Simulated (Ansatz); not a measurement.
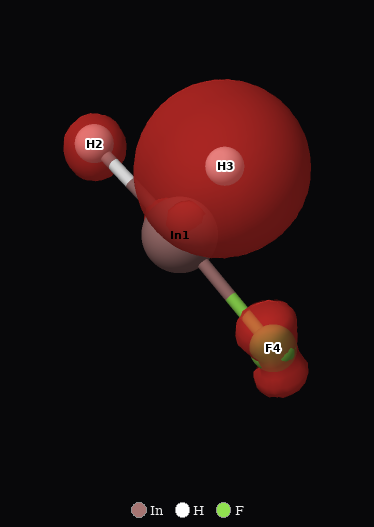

Figure. FHIn···H (InH2F) (charge +1, doublet). Isosurface of the spin density at +0.03 e/Å³ (red), seen at an oblique angle.

Geometry: PBE0-D4/def2-TZVP; core potentials replace the inner electrons of In.

All numbers below come from UKS PBE0-D4/def2-TZVP in Ansatz.

### Describe the spin distribution.

The unpaired spin (1 electron) lies mostly on H3 (about 0.7) and In1 (about 0.2), in electrons by Hirshfeld's partition.
